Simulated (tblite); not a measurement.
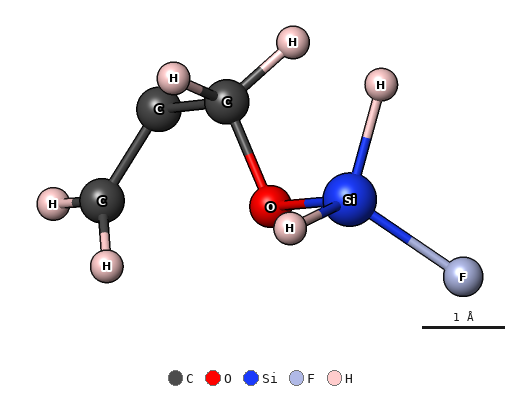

Fig. 1: The structure as given in the input (ball-and-stick view, seen at a tilt).

# Geometry relaxation, with input and output: C₃H₆FOSi

System: C₃H₆FOSi, multiplicity 2, SMILES C=[C]CO[SiH2]F.
Method: GFN2-xTB geometry optimisation, gas phase (tblite 0.8.0).

It belongs to a series of runs on one base structure; here: H removed from sp2 C.

**The input**
```
{"job": {"kind": "relax", "xc": "GFN2-xTB", "basis": "xTB"}, "charge": 0, "multiplicity": 2}
C      2.369700    -0.141100    -0.077800
C      1.567000    -0.006500     0.994200
C      0.179400     0.469600     0.800200
O     -0.238300    -0.128500    -0.402600
Si    -1.842500     0.403200    -0.643300
F     -2.829500    -0.781900    -1.342700
H      3.373100    -0.487300     0.092200
H      1.980100     0.112800    -1.056300
H     -0.444800     0.099900     1.641500
H      0.196700     1.579400     0.731800
H     -2.388100     0.770300     0.681700
H     -1.921800     1.638800    -1.444900
```

The first line tells a small driver script what to run in tblite; the rest is the geometry in Å.

Command:
```bash
OMP_NUM_THREADS=1 python <driver script> task.json out
```

**The program's output**
```
step      E/eV     max force
  0    -543.18065    3.270
  1    -543.49371    2.747
  2    -543.66813    1.307
  3    -543.73349    1.056
  4    -543.81083    0.827
  5    -543.84788    0.906
  6    -543.95371    0.678
  7    -543.98189    0.481
  8    -544.01024    0.482
  9    -544.04012    0.619
 10    -544.07637    0.723
 11    -544.11987    0.698
 12    -544.16187    0.459
 13    -544.18451    0.356
 14    -544.19349    0.245
 15    -544.20257    0.239
 16    -544.20976    0.184
 17    -544.21368    0.147
 18    -544.21589    0.136
 19    -544.21771    0.109
 20    -544.21933    0.091
 21    -544.22046    0.076
 22    -544.22119    0.078
 23    -544.22182    0.066
 24    -544.22248    0.071
 25    -544.22308    0.065
 26    -544.22357    0.065
 27    -544.22401    0.070
 28    -544.22453    0.064
 29    -544.22516    0.089
 30    -544.22586    0.101
 31    -544.22661    0.085
 32    -544.22750    0.086
 33    -544.22876    0.095
 34    -544.23074    0.144
 35    -544.23376    0.182
 36    -544.23760    0.187
 37    -544.24129    0.165
 38    -544.24385    0.169
 39    -544.24514    0.193
 40    -544.24817    0.180
 41    -544.25108    0.142
 42    -544.25436    0.232
 43    -544.25658    0.138
 44    -544.25831    0.177
 45    -544.26000    0.098
 46    -544.26153    0.085
 47    -544.26336    0.104
 48    -544.26450    0.085
 49    -544.26534    0.075
 50    -544.26588    0.074
 51    -544.26653    0.108
 52    -544.26720    0.084
 53    -544.26774    0.063
 54    -544.26809    0.060
 55    -544.26858    0.056
 56    -544.26891    0.049
 57    -544.26914    0.040
 58    -544.26930    0.050
 59    -544.26950    0.039
 60    -544.26975    0.036
 61    -544.26998    0.036
 62    -544.27013    0.030
 63    -544.27023    0.027
 64    -544.27032    0.025
 65    -544.27043    0.033
 66    -544.27056    0.033
 67    -544.27069    0.030
 68    -544.27078    0.027
 69    -544.27085    0.027
 70    -544.27093    0.027
 71    -544.27108    0.024
 72    -544.27116    0.020
 73    -544.27123    0.017
 74    -544.27127    0.016
 75    -544.27133    0.019
 76    -544.27140    0.020
 77    -544.27147    0.021
 78    -544.27152    0.016
 79    -544.27155    0.012
 80    -544.27157    0.009
```

**Trajectory as extended XYZ (Å, eV, eV/Å), 18 of the 81 frames kept, from step=0 to step=80**
```
12
Properties=species:S:1:pos:R:3:forces:R:3 step=0 energy=-543.18065
C     2.3697   -0.1411   -0.0778   -0.7540  -0.0020   2.8630
C     1.5670   -0.0065    0.9942    1.1930   0.3120  -2.9460
C     0.1794    0.4696    0.8002    0.9520  -0.5560   1.1440
O    -0.2383   -0.1285   -0.4026   -3.1000   1.0110  -0.2520
Si   -1.8425    0.4032   -0.6433   -0.1320  -1.1040  -0.6720
F    -2.8295   -0.7819   -1.3427    1.4730   1.4640   0.8830
H     3.3731   -0.4873    0.0922    0.0870  -0.0400  -0.4850
H     1.9801    0.1128   -1.0563    0.3300  -0.1100  -0.0080
H    -0.4448    0.0999    1.6415    0.1820   0.5550  -0.2760
H     0.1967    1.5794    0.7318   -0.2430  -0.5060   0.2320
H    -2.3881    0.7703    0.6817   -0.1470  -0.4590  -0.4070
H    -1.9218    1.6388   -1.4449    0.1610  -0.5650  -0.0760
12
Properties=species:S:1:pos:R:3:forces:R:3 step=5 energy=-543.84788
C     2.4141   -0.1502   -0.0508    0.1980  -0.1050   0.2310
C     1.5755    0.0217    0.9212   -0.0080  -0.1010  -0.1580
C     0.1863    0.4474    0.8153    0.1820  -0.0330   0.2760
O    -0.4021   -0.0665   -0.3633   -0.0210  -0.1510  -0.0720
Si   -1.9019    0.4400   -0.6466   -0.0310  -0.1620  -0.0380
F    -2.7420   -0.7308   -1.3121    0.0020  -0.2140  -0.1820
H     3.4204   -0.5035    0.0507    0.1120  -0.0120  -0.0240
H     2.0464    0.0860   -1.0402    0.2410  -0.0500  -0.4280
H    -0.4286    0.1371    1.6600    0.1120  -0.0470   0.2780
H     0.1750    1.5358    0.7722   -0.0490   0.3280   0.1350
H    -2.4328    0.7198    0.6463   -0.7050   0.0760   0.5640
H    -1.9092    1.5920   -1.4787   -0.0320   0.4720  -0.5840
12
Properties=species:S:1:pos:R:3:forces:R:3 step=9 energy=-544.04012
C     2.4761   -0.1703   -0.0684   -0.1810   0.0190  -0.1350
C     1.5865    0.0085    0.8581    0.0610   0.0530  -0.0880
C     0.1954    0.4571    0.8557   -0.0950  -0.0290  -0.2010
O    -0.4967   -0.0404   -0.2958    0.0200   0.2700   0.3280
Si   -1.9845    0.5021   -0.6328    0.0320   0.0410   0.1970
F    -2.6826   -0.7473   -1.3439   -0.0250   0.0820  -0.0660
H     3.4891   -0.5210    0.0362   -0.1010   0.0000   0.2680
H     2.1876    0.0382   -1.1001    0.1090  -0.0260  -0.1560
H    -0.3688    0.1395    1.7426    0.2370  -0.1150   0.0330
H     0.1557    1.5572    0.8407    0.1630  -0.0450   0.0540
H    -2.6404    0.6929    0.6859   -0.0790   0.0850  -0.6080
H    -1.9162    1.6120   -1.6042   -0.1420  -0.3350   0.3730
12
Properties=species:S:1:pos:R:3:forces:R:3 step=14 energy=-544.19349
C     2.5026   -0.1920   -0.1478    0.0970   0.0440   0.0380
C     1.5956    0.0168    0.7481   -0.0200   0.1880  -0.1410
C     0.2221    0.4799    0.9038    0.0260   0.0000   0.0280
O    -0.5926    0.0459   -0.1592   -0.0010  -0.1620  -0.0540
Si   -2.0607    0.5256   -0.5936    0.0010  -0.1510  -0.1710
F    -2.6267   -0.7314   -1.3996   -0.0370  -0.1560  -0.0030
H     3.4901   -0.5292    0.1285    0.0450  -0.0920  -0.0200
H     2.3797   -0.0265   -1.2219   -0.0910  -0.0370   0.0850
H    -0.2053    0.0943    1.8405    0.0190   0.0610   0.0210
H     0.2051    1.5794    0.9369    0.1050  -0.0320   0.1520
H    -2.9281    0.7175    0.5516   -0.1150   0.0980   0.0180
H    -1.9805    1.5485   -1.6133   -0.0290   0.2390   0.0470
12
Properties=species:S:1:pos:R:3:forces:R:3 step=19 energy=-544.21771
C     2.5211   -0.1872   -0.1556   -0.0240  -0.0130   0.0200
C     1.6007    0.0494    0.7176    0.0490  -0.0130   0.0650
C     0.2293    0.4845    0.9088   -0.0250  -0.0090  -0.0330
O    -0.6096    0.0349   -0.1398   -0.0320   0.0450   0.0510
Si   -2.0731    0.5071   -0.6096   -0.0250   0.0170   0.0050
F    -2.6268   -0.7632   -1.4091    0.0540   0.0130   0.0460
H     3.4957   -0.5464    0.1398    0.0410  -0.0020  -0.0510
H     2.3915   -0.0457   -1.2295    0.0100  -0.0390  -0.0220
H    -0.1733    0.0933    1.8544    0.0180  -0.0190  -0.0110
H     0.2256    1.5815    0.9766   -0.1000   0.0230  -0.0370
H    -2.9813    0.7405    0.5096    0.0320  -0.0190  -0.0940
H    -1.9987    1.5802   -1.5891    0.0010   0.0160   0.0610
12
Properties=species:S:1:pos:R:3:forces:R:3 step=24 energy=-544.22248
C     2.5265   -0.1923   -0.1561    0.0030  -0.0120  -0.0260
C     1.6069    0.0587    0.7147   -0.0110   0.0180  -0.0120
C     0.2303    0.4882    0.9109    0.0220   0.0140   0.0250
O    -0.6246    0.0407   -0.1206    0.0300  -0.0510  -0.0400
Si   -2.0791    0.5111   -0.6127    0.0280   0.0200   0.0250
F    -2.6077   -0.7722   -1.4040    0.0290  -0.0070  -0.0200
H     3.5071   -0.5501    0.1288   -0.0380   0.0260   0.0150
H     2.4024   -0.0655   -1.2339   -0.0400  -0.0270   0.0060
H    -0.1550    0.0881    1.8599    0.0030  -0.0110   0.0160
H     0.2057    1.5846    0.9807   -0.0050   0.0170  -0.0070
H    -3.0083    0.7411    0.4815   -0.0380  -0.0040   0.0190
H    -2.0029    1.5966   -1.5752    0.0170   0.0170  -0.0010
12
Properties=species:S:1:pos:R:3:forces:R:3 step=28 energy=-544.22453
C     2.5201   -0.1962   -0.1574   -0.0160   0.0260  -0.0060
C     1.6080    0.0692    0.7165    0.0250   0.0150   0.0270
C     0.2307    0.4906    0.9123   -0.0150  -0.0110  -0.0280
O    -0.6134    0.0298   -0.1260   -0.0320   0.0170   0.0460
Si   -2.0685    0.5117   -0.6091   -0.0200  -0.0150  -0.0120
F    -2.5926   -0.7731   -1.4027    0.0230   0.0260  -0.0270
H     3.5028   -0.5442    0.1263    0.0090   0.0040   0.0110
H     2.3842   -0.0798   -1.2333   -0.0280  -0.0410  -0.0410
H    -0.1514    0.0842    1.8611   -0.0070   0.0320  -0.0210
H     0.1925    1.5876    0.9731    0.0060  -0.0170   0.0300
H    -3.0137    0.7402    0.4748    0.0220  -0.0210   0.0110
H    -1.9975    1.6088   -1.5615    0.0320  -0.0150   0.0110
12
Properties=species:S:1:pos:R:3:forces:R:3 step=33 energy=-544.22876
C     2.5103   -0.1954   -0.1679    0.0030  -0.0360  -0.0090
C     1.6160    0.1003    0.7150   -0.0540  -0.0260  -0.0440
C     0.2306    0.4952    0.9139    0.0100   0.0510   0.0800
O    -0.6209    0.0195   -0.1052    0.0150  -0.0140  -0.0190
Si   -2.0646    0.5155   -0.6032    0.0040  -0.0130  -0.0080
F    -2.5443   -0.7661   -1.4250   -0.0530  -0.0150  -0.0720
H     3.4991   -0.5266    0.1209   -0.0120   0.0520  -0.0590
H     2.3468   -0.1404   -1.2478    0.0070  -0.0340   0.0650
H    -0.1403    0.0914    1.8650    0.0120  -0.0440   0.0820
H     0.1711    1.5881    0.9810    0.0240   0.0900  -0.0130
H    -3.0338    0.7221    0.4649    0.0360  -0.0200  -0.0100
H    -1.9689    1.6250   -1.5377    0.0060   0.0080   0.0070
12
Properties=species:S:1:pos:R:3:forces:R:3 step=38 energy=-544.24385
C     2.4545   -0.2115   -0.2017   -0.0720  -0.0230   0.0320
C     1.6106    0.1980    0.6859    0.0940  -0.0370   0.0360
C     0.2247    0.5374    0.9602   -0.0020  -0.0690  -0.0610
O    -0.6299   -0.0094   -0.0248    0.0060  -0.0290  -0.0030
Si   -2.0358    0.5002   -0.6037    0.0280   0.0040  -0.0660
F    -2.4123   -0.7327   -1.5514   -0.0500   0.1170   0.0430
H     3.4840   -0.4243    0.0553   -0.0160   0.0560  -0.0610
H     2.2065   -0.3850   -1.2530    0.0050   0.0000   0.0860
H    -0.0890    0.1028    1.9220    0.0900   0.1430   0.0120
H     0.1106    1.6303    0.9995    0.0020  -0.0870   0.0770
H    -3.0618    0.6408    0.4213   -0.0120  -0.0510  -0.0700
H    -1.8611    1.6820   -1.4356   -0.0730  -0.0230  -0.0260
12
Properties=species:S:1:pos:R:3:forces:R:3 step=42 energy=-544.25436
C     2.4321   -0.2248   -0.2060   -0.0050   0.0140  -0.0830
C     1.6169    0.2289    0.6873    0.0360  -0.0680  -0.0850
C     0.2246    0.5424    0.9703    0.0590   0.0220   0.0700
O    -0.6336   -0.0258    0.0033    0.0210  -0.0090   0.0240
Si   -2.0195    0.5005   -0.6116    0.0050  -0.0140   0.0330
F    -2.3796   -0.7056   -1.5959   -0.0280   0.0620   0.0040
H     3.4816   -0.3756    0.0127   -0.0400   0.0250  -0.0380
H     2.1546   -0.4768   -1.2388   -0.0100   0.0310   0.2300
H    -0.0547    0.1322    1.9513    0.0000  -0.0260  -0.0040
H     0.0885    1.6312    1.0189    0.0210  -0.0150  -0.0470
H    -3.0728    0.5986    0.3901   -0.0140  -0.0190  -0.0640
H    -1.8368    1.7034   -1.4077   -0.0450  -0.0010  -0.0400
12
Properties=species:S:1:pos:R:3:forces:R:3 step=47 energy=-544.26336
C     2.4083   -0.2360   -0.2214   -0.0930   0.0470   0.0070
C     1.6218    0.2694    0.6689    0.0030   0.0080   0.0430
C     0.2362    0.5566    1.0042   -0.0510  -0.0060  -0.0620
O    -0.6410   -0.0420    0.0637   -0.0260   0.0010   0.0050
Si   -1.9942    0.4989   -0.6129   -0.0080  -0.0050  -0.0150
F    -2.3273   -0.6535   -1.6692    0.0500   0.0110   0.0220
H     3.4739   -0.2970   -0.0598    0.0430  -0.0110  -0.0480
H     2.0705   -0.6222   -1.1868    0.0190  -0.0020   0.0730
H    -0.0052    0.1520    1.9985    0.0190  -0.0080  -0.0690
H     0.0652    1.6411    1.0294    0.0810  -0.0280   0.0200
H    -3.1010    0.5320    0.3280   -0.0410   0.0180   0.0130
H    -1.8061    1.7293   -1.3687    0.0030  -0.0250   0.0120
12
Properties=species:S:1:pos:R:3:forces:R:3 step=52 energy=-544.26720
C     2.3975   -0.2319   -0.2233    0.0200  -0.0440  -0.0120
C     1.6240    0.2927    0.6669    0.0220  -0.0330  -0.0410
C     0.2360    0.5606    1.0096    0.0340  -0.0010  -0.0020
O    -0.6541   -0.0480    0.0902    0.0180   0.0360  -0.0250
Si   -1.9913    0.4994   -0.6122   -0.0300  -0.0040   0.0050
F    -2.2870   -0.6364   -1.6962    0.0310  -0.0180   0.0040
H     3.4732   -0.2665   -0.1054   -0.0760   0.0290  -0.0210
H     2.0336   -0.6886   -1.1478    0.0160   0.0220   0.0510
H     0.0185    0.1526    2.0052   -0.0250   0.0020   0.0150
H     0.0702    1.6446    1.0364   -0.0200  -0.0010   0.0180
H    -3.1272    0.5102    0.2967    0.0020   0.0160  -0.0010
H    -1.7921    1.7401   -1.3462    0.0080  -0.0040   0.0090
12
Properties=species:S:1:pos:R:3:forces:R:3 step=56 energy=-544.26891
C     2.3843   -0.2421   -0.2258   -0.0280   0.0210  -0.0340
C     1.6253    0.3083    0.6610   -0.0100  -0.0030  -0.0140
C     0.2388    0.5656    1.0177   -0.0140  -0.0020   0.0090
O    -0.6549   -0.0455    0.1027    0.0070   0.0130   0.0070
Si   -1.9881    0.4979   -0.6114    0.0390   0.0070  -0.0190
F    -2.2429   -0.6254   -1.7194    0.0050  -0.0070   0.0190
H     3.4613   -0.2297   -0.1489    0.0060  -0.0150  -0.0060
H     1.9989   -0.7473   -1.1137    0.0200  -0.0130   0.0160
H     0.0319    0.1554    2.0155   -0.0220   0.0130  -0.0110
H     0.0628    1.6484    1.0434    0.0010  -0.0100   0.0370
H    -3.1425    0.4927    0.2740    0.0150  -0.0010  -0.0060
H    -1.7737    1.7505   -1.3211   -0.0190  -0.0030   0.0030
12
Properties=species:S:1:pos:R:3:forces:R:3 step=61 energy=-544.26998
C     2.3748   -0.2416   -0.2334   -0.0060  -0.0100   0.0070
C     1.6226    0.3174    0.6540    0.0120   0.0130  -0.0020
C     0.2384    0.5701    1.0252    0.0050  -0.0010   0.0000
O    -0.6540   -0.0416    0.1117    0.0010  -0.0010   0.0000
Si   -1.9795    0.4979   -0.6162   -0.0270  -0.0060   0.0070
F    -2.2200   -0.6255   -1.7277    0.0140   0.0120   0.0170
H     3.4536   -0.2154   -0.1745   -0.0180   0.0050   0.0030
H     1.9870   -0.7855   -1.0965   -0.0050   0.0000   0.0000
H     0.0343    0.1581    2.0220    0.0080  -0.0190   0.0040
H     0.0581    1.6519    1.0605    0.0020   0.0000   0.0030
H    -3.1439    0.4835    0.2566    0.0170  -0.0070  -0.0050
H    -1.7702    1.7594   -1.3078   -0.0030   0.0130  -0.0330
12
Properties=species:S:1:pos:R:3:forces:R:3 step=66 energy=-544.27056
C     2.3627   -0.2462   -0.2387    0.0070   0.0030   0.0120
C     1.6223    0.3326    0.6459   -0.0120  -0.0020   0.0000
C     0.2406    0.5737    1.0357    0.0000   0.0080  -0.0020
O    -0.6586   -0.0357    0.1279   -0.0020   0.0080   0.0010
Si   -1.9754    0.5022   -0.6174    0.0250   0.0190  -0.0100
F    -2.1847   -0.6143   -1.7408   -0.0040  -0.0210  -0.0160
H     3.4412   -0.1893   -0.2113   -0.0030  -0.0040   0.0020
H     1.9669   -0.8359   -1.0671   -0.0140   0.0000  -0.0030
H     0.0481    0.1550    2.0325    0.0230  -0.0120  -0.0090
H     0.0566    1.6545    1.0776   -0.0100   0.0050   0.0120
H    -3.1523    0.4646    0.2350    0.0000   0.0060   0.0130
H    -1.7663    1.7676   -1.3054   -0.0070  -0.0100   0.0000
12
Properties=species:S:1:pos:R:3:forces:R:3 step=71 energy=-544.27108
C     2.3581   -0.2479   -0.2389   -0.0110   0.0010  -0.0140
C     1.6203    0.3395    0.6419    0.0170   0.0120  -0.0010
C     0.2406    0.5769    1.0381    0.0020  -0.0060   0.0070
O    -0.6587   -0.0297    0.1296    0.0020   0.0070  -0.0040
Si   -1.9720    0.5048   -0.6230   -0.0150  -0.0180   0.0060
F    -2.1752   -0.6198   -1.7411   -0.0020   0.0150   0.0060
H     3.4360   -0.1883   -0.2158    0.0170  -0.0070  -0.0020
H     1.9594   -0.8441   -1.0619   -0.0040   0.0050   0.0110
H     0.0587    0.1459    2.0314   -0.0060  -0.0030   0.0040
H     0.0514    1.6564    1.0920   -0.0050  -0.0040   0.0070
H    -3.1469    0.4650    0.2342    0.0050   0.0080  -0.0110
H    -1.7705    1.7700   -1.3126    0.0010  -0.0100  -0.0090
12
Properties=species:S:1:pos:R:3:forces:R:3 step=75 energy=-544.27133
C     2.3557   -0.2470   -0.2412    0.0130   0.0030   0.0140
C     1.6217    0.3478    0.6381    0.0060   0.0070   0.0080
C     0.2423    0.5781    1.0414    0.0020   0.0060   0.0030
O    -0.6592   -0.0236    0.1322    0.0090  -0.0010  -0.0010
Si   -1.9718    0.5060   -0.6247    0.0120   0.0090   0.0000
F    -2.1665   -0.6198   -1.7419   -0.0100  -0.0100  -0.0100
H     3.4345   -0.1875   -0.2230   -0.0130  -0.0010  -0.0140
H     1.9512   -0.8534   -1.0528   -0.0010  -0.0030  -0.0100
H     0.0672    0.1381    2.0319   -0.0080  -0.0070   0.0040
H     0.0486    1.6560    1.1062   -0.0020   0.0020   0.0020
H    -3.1479    0.4657    0.2285   -0.0140   0.0040   0.0060
H    -1.7747    1.7683   -1.3209    0.0060  -0.0070  -0.0010
12
Properties=species:S:1:pos:R:3:forces:R:3 step=80 energy=-544.27157
C     2.3534   -0.2452   -0.2382   -0.0080   0.0020  -0.0040
C     1.6255    0.3533    0.6440    0.0000   0.0030   0.0020
C     0.2430    0.5785    1.0425    0.0000  -0.0050   0.0030
O    -0.6499   -0.0220    0.1241   -0.0030   0.0030   0.0000
Si   -1.9675    0.5051   -0.6264   -0.0030   0.0000  -0.0010
F    -2.1695   -0.6226   -1.7410   -0.0040  -0.0020   0.0080
H     3.4317   -0.1885   -0.2319    0.0060   0.0050   0.0030
H     1.9405   -0.8517   -1.0461   -0.0010  -0.0020  -0.0030
H     0.0629    0.1319    2.0293    0.0000  -0.0020   0.0020
H     0.0445    1.6553    1.1125    0.0030  -0.0040  -0.0010
H    -3.1403    0.4703    0.2334    0.0030   0.0010  -0.0060
H    -1.7731    1.7643   -1.3282    0.0070   0.0010  -0.0030
```

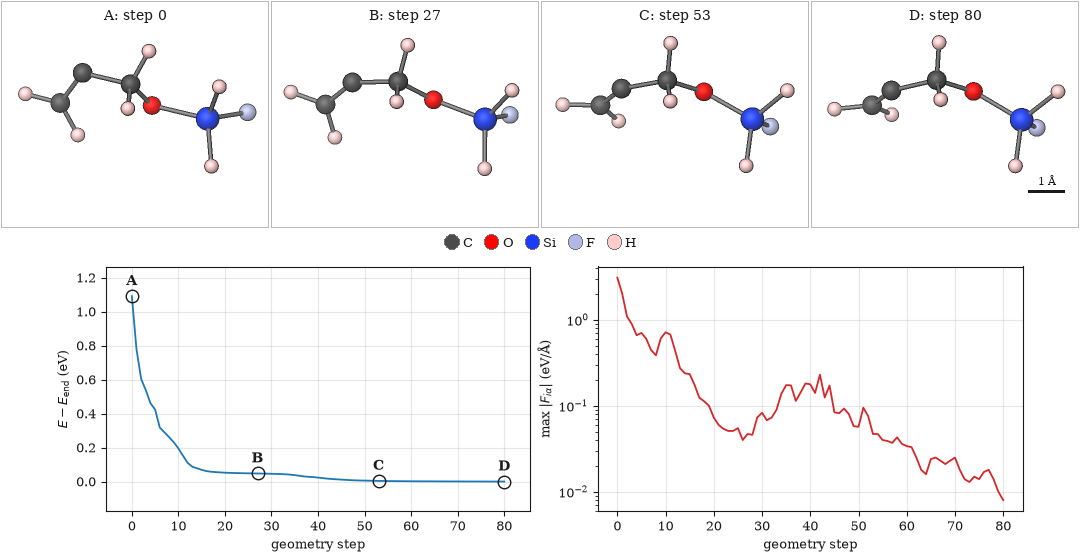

Fig. 2: Frames of the relaxation (ball-and-stick view, seen at a tilt) above the curves, on which the letters mark them (steps are counted from 0).

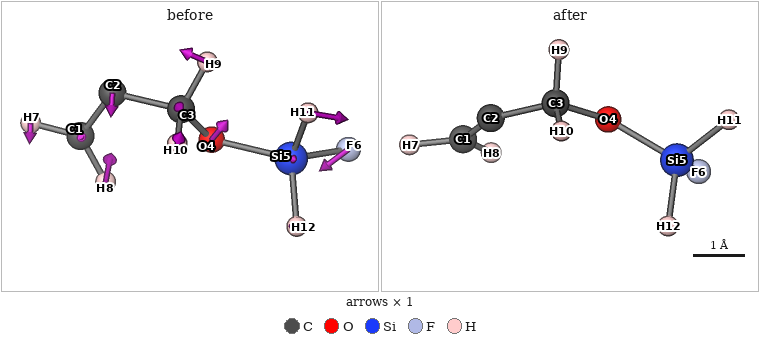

Fig. 3: Before (left) and after (right) the relaxation, at one scale (ball-and-stick view, seen at a tilt). The pink arrows give the displacements, at true length. The energy falls by 1.091 eV in 80 geometry steps. Largest force component: 3.1 eV/Å at the start, 0.008 eV/Å at the end. H8 moves most after the best rigid fit: 0.99 Å. By element the largest moves are H 0.99 Å, F 0.76 Å, O 0.68 Å, C 0.51 Å, Si 0.17 Å. Distances before and after: O4–Si5 1.707 → 1.605 Å, Si5–F6 1.693 → 1.598 Å, C1–C2 1.346 → 1.291 Å, Si5–H11 1.479 → 1.455 Å. Among the angles that change: C3–O4–Si5 105.5° → 133.0°, C1–C2–C3 119.1° → 142.6°, O4–Si5–F6 112.8° → 101.4°. (Atoms are counted from 1 in the order of the input.)

**Results in brief**

| quantity | value |
| --- | --- |
| outcome | converged |
| total energy | −544.2716 eV |
| hardware | 1 CPU thread, shared host |
| peak memory | 0.18 GiB |
